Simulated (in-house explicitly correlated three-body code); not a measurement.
**Two electrons around a charge of +10 under Yukawa screening of 0.1 per bohr: exact states**

System: two electrons around a charge of +10 under Yukawa screening of 0.1 per bohr. A variational three-body run gives its energies and expectation values.

Method: two electrons, non-relativistic, variational in exponentially correlated functions. Code: in-house explicitly correlated three-body code version 1.

**1. The atom as given**

| Property | Result |
| --- | --- |
| charge of the centre | +10 |
| mass of the centre | infinite |
| interactions | Yukawa, exp(−0.1 r)/r, between all pairs |
| basis | 260 functions exp(−a r1 − b r2 − g r12) a state, exponent ranges optimised |
| units | hartree and bohr; relativity and QED are left out |

**2. Input and results**

Settings:

```ini
Z = 10.0
screening = 0.1
interaction_strength = 1.0
functions = 260
states_tried = 13
```

The run is started by

```
python run_hyl.py task.json out
```

From the run's result record (rounded, not every field):

```text
status: converged
states [hartree, bohr]:
  - {"name": "1 1S", "E": -92.02114964762, "change": 3.8e-08, "T": 93.892557201, "inv_r": 9.587576542, "inv_r12": 5.837824001, "r": 0.155885187, "r2": 0.0325637651, "r12": 0.229516574, "r12_2": 0.0659326041, "cos": -0.01328283, "p1p2": 1.2166955, "d1": 297.5776, "d12": 32.62}
  - {"name": "2 3S", "E": -58.80389929483, "change": 1.9e-09, "T": 60.634084757, "inv_r": 6.056120758, "inv_r12": 1.684431112, "r": 0.393133126, "r2": 0.250855777, "r12": 0.661325397, "r12_2": 0.502714294, "cos": -0.004475921, "p1p2": 0.092664976, "d1": 175.7192, "d12": 0.0}
  - {"name": "2 3P", "E": -58.44872373102, "change": 2.8e-08, "T": 60.286777497, "inv_r": 6.037104069, "inv_r12": 2.006580154, "r": 0.347166528, "r2": 0.192997007, "r12": 0.579636196, "r12_2": 0.39716123, "cos": -0.07263341, "p1p2": -6.3844048, "d1": 157.964, "d12": 0.0}
  - {"name": "2 1S", "E": -58.43149827716, "change": 1.5e-07, "T": 60.259909919, "inv_r": 6.034203959, "inv_r12": 1.99267098, "r": 0.403308208, "r2": 0.266504898, "r12": 0.674174796, "r12_2": 0.534704631, "cos": -0.006961257, "p1p2": 0.10681743, "d1": 174.8115, "d12": 5.7187}
  - {"name": "2 1P", "E": -58.18771711291, "change": 5.3e-08, "T": 60.024190246, "inv_r": 6.020226585, "inv_r12": 2.192624332, "r": 0.355245416, "r2": 0.203489398, "r12": 0.573140799, "r12_2": 0.399165069, "cos": 0.05297915, "p1p2": 6.1589428, "d1": 159.4005, "d12": 1.564}
  - {"name": "3 3S", "E": -52.82041321981, "change": 5.5e-09, "T": 54.584456391, "inv_r": 5.408954545, "inv_r12": 0.7742212844, "r": 0.805424625, "r2": 1.22659557, "r12": 1.47133662, "r12_2": 2.45381552, "cos": -0.001484652, "p1p2": 0.027005697, "d1": 163.8743, "d12": 0.0}
  - {"name": "3 1S", "E": -52.72296169637, "change": 2e-08, "T": 54.484704481, "inv_r": 5.40313643, "inv_r12": 0.8550624288, "r": 0.820446497, "r2": 1.27775543, "r12": 1.49963106, "r12_2": 2.5562929, "cos": -0.002205377, "p1p2": 0.033440136, "d1": 163.6804, "d12": 1.646}
  - {"name": "3 3P", "E": -52.72098519117, "change": 9.4e-09, "T": 54.491418032, "inv_r": 5.403578602, "inv_r12": 0.8591688254, "r": 0.764715624, "r2": 1.11133791, "r12": 1.39216767, "r12_2": 2.2251064, "cos": -0.01726704, "p1p2": -1.4699634, "d1": 158.8443, "d12": 0.0}
  - {"name": "3 1P", "E": -52.64981917493, "change": 9.1e-09, "T": 54.418422308, "inv_r": 5.399027328, "inv_r12": 0.9123050707, "r": 0.776326447, "r2": 1.14858218, "r12": 1.41045987, "r12_2": 2.29615138, "cos": 0.012589, "p1p2": 1.5152677, "d1": 159.1645, "d12": 0.49905}
  - {"name": "4 3S", "E": -50.80824414715, "change": 6.8e-08, "T": 52.48730404, "inv_r": 5.185448673, "inv_r12": 0.4134252689, "r": 1.39766137, "r2": 3.94962575, "r12": 2.65103875, "r12_2": 7.89963417, "cos": -0.0006293945, "p1p2": 0.011030135, "d1": 161.0573, "d12": 0.0}
  - {"name": "4 1S", "E": -50.76976958522, "change": 1.7e-07, "T": 52.446072927, "inv_r": 5.183046542, "inv_r12": 0.4450883255, "r": 1.41827056, "r2": 4.07437345, "r12": 2.69158836, "r12_2": 8.14918855, "cos": -0.0009258909, "p1p2": 0.014022071, "d1": 160.9895, "d12": 0.67003}
  - {"name": "4 3P", "E": -50.76610783371, "change": 8.1e-09, "T": 52.450101363, "inv_r": 5.183150152, "inv_r12": 0.4467938483, "r": 1.36270229, "r2": 3.77535026, "r12": 2.58196255, "r12_2": 7.55171533, "cos": -0.00662874, "p1p2": -0.55784981, "d1": 159.0197, "d12": 0.0}
  - {"name": "4 1P", "E": -50.73762793554, "change": 1.4e-08, "T": 52.419471044, "inv_r": 5.18126406, "inv_r12": 0.4681822275, "r": 1.37855287, "r2": 3.86862785, "r12": 2.61182329, "r12_2": 7.73705913, "cos": 0.004812351, "p1p2": 0.58682317, "d1": 159.1391, "d12": 0.20988}
threshold [hartree]: -49.0074506747
transitions:
  - ["1 1S", "2 1P", 33.833433, 0.03197065]
  - ["1 1S", "3 1P", 39.37133, 0.005620836]
  - ["1 1S", "4 1P", 41.283522, 0.001962812]
  - ["2 1S", "2 1P", 0.24378116, 0.3354322]
  - ["2 1S", "3 1P", 5.7816791, 0.09921061]
  - ["2 1S", "4 1P", 7.6938703, 0.01814191]
  - ["3 1S", "2 1P", -5.4647554, 0.01460697]
  - ["3 1S", "3 1P", 0.073142521, 2.030716]
  - ["3 1S", "4 1P", 1.9853338, 0.3100977]
  - ["4 1S", "2 1P", -7.4179475, 0.002309041]
  - ["4 1S", "3 1P", -1.8800496, 0.0960765]
  - ["4 1S", "4 1P", 0.03214165, 6.914035]
  - ["2 3S", "2 3P", 0.35517556, 0.3178526]
  - ["2 3S", "3 3P", 6.0829141, 0.08923681]
  - ["2 3S", "4 3P", 8.0377915, 0.0167271]
  - ["3 3S", "2 3P", -5.6283105, 0.01464722]
  - ["3 3S", "3 3P", 0.099428029, 1.963091]
  - ["3 3S", "4 3P", 2.0543054, 0.2837153]
  - ["4 3S", "2 3P", -7.6404796, 0.002266954]
  - ["4 3S", "3 3P", -1.912741, 0.09925256]
  - ["4 3S", "4 3P", 0.042136313, 6.738682]
polarisability [au]: {"1 1S": {"alpha": 0.001045341, "c6": 3.22489e-05, "f_sum": 2.0}, "2 1S": {"alpha": 0.9334596, "c6": 0.165664, "f_sum": 2.000704}, "2 3S": {"alpha": 0.6107187, "c6": 0.104461, "f_sum": 2.000008}}
```

«change» is the move of the energy from 170 to 260 functions; states that moved too far are left out. d1 and d12 are the expectation values of δ(r1) and δ(r12).

It took 2.6 min on 1 thread of Arm Neoverse N1, shared host.

**3. Levels**

Binding counts from the one-electron threshold at -49.007451 hartree:

```csv
state,binding (eV),excitation (eV),⟨r⟩,⟨r12⟩ (bohr),⟨cos θ12⟩
1 ¹S,1170.46,0,0.1559,0.2295,-0.0133
2 ³S,266.575,903.887,0.3931,0.6613,-0.0045
2 ³P,256.910,913.552,0.3472,0.5796,-0.0726
2 ¹S,256.441,914.021,0.4033,0.6742,-0.0070
2 ¹P,249.808,920.655,0.3552,0.5731,0.0530
3 ³S,103.756,1066.71,0.8054,1.471,-0.0015
3 ¹S,101.104,1069.36,0.8204,1.500,-0.0022
3 ³P,101.050,1069.41,0.7647,1.392,-0.0173
3 ¹P,99.1139,1071.35,0.7763,1.410,0.0126
4 ³S,49.0021,1121.46,1.398,2.651,-0.0006
4 ¹S,47.9551,1122.51,1.418,2.692,-0.0009
4 ³P,47.8555,1122.61,1.363,2.582,-0.0066
4 ¹P,47.0805,1123.38,1.379,2.612,0.0048
```

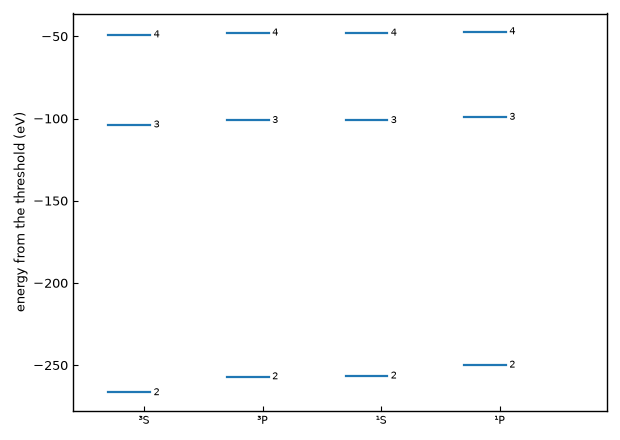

Excited levels under the threshold, term by term; numbers give n.

**4. Electric-dipole lines**

Oscillator strengths from the S state (negative where P lies lower) and rates of the upper state's decay:

```csv
S,P,E(P) − E(S) (eV),f,rate (1/s)
1 ¹S,2 ¹P,920.65,0.7211,8.841e+12
1 ¹S,3 ¹P,1071.3,0.1475,2.449e+12
1 ¹S,4 ¹P,1123.4,0.05402,9.861e+11
2 ¹S,2 ¹P,6.6336,0.05451,3.470e+07
2 ¹S,3 ¹P,157.33,0.3824,1.369e+11
2 ¹S,4 ¹P,209.36,0.09305,5.900e+10
3 ¹S,2 ¹P,-148.70,-0.05322,5.106e+10
3 ¹S,3 ¹P,1.9903,0.09902,5.674e+06
3 ¹S,4 ¹P,54.024,0.4104,1.733e+10
4 ¹S,2 ¹P,-201.85,-0.01142,2.019e+10
4 ¹S,3 ¹P,-51.159,-0.1204,1.368e+10
4 ¹S,4 ¹P,0.87462,0.1482,1.639e+06
2 ³S,2 ³P,9.6648,0.07526,1.017e+08
2 ³S,3 ³P,165.52,0.3619,1.434e+11
2 ³S,4 ³P,218.72,0.08963,6.202e+10
3 ³S,2 ³P,-153.15,-0.05496,5.594e+10
3 ³S,3 ³P,2.7056,0.1301,1.378e+07
3 ³S,4 ³P,55.900,0.3886,1.756e+10
4 ³S,2 ³P,-207.91,-0.01155,2.166e+10
4 ³S,3 ³P,-52.048,-0.1266,1.488e+10
4 ³S,4 ³P,1.1466,0.1893,3.600e+06
```

**5. Outcome**

```
                          quantity                  value
               ground-state energy   -92.02114965 hartree
    binding of the second electron              1170.5 eV
                  ⟨r12⟩, ⟨cos θ12⟩   0.2295 bohr, -0.0133
          resonance line 1 ¹S–2 ¹P  920.65 eV, f = 0.7211
polarisability of the ground state        0.0010453 bohr³
```

The second electron is bound by 1170 eV, and the mean cosine of -0.013 shows the electrons leaning only slightly to opposite sides. Exchange puts 2 ³S 10.1 eV under 2 ¹S.
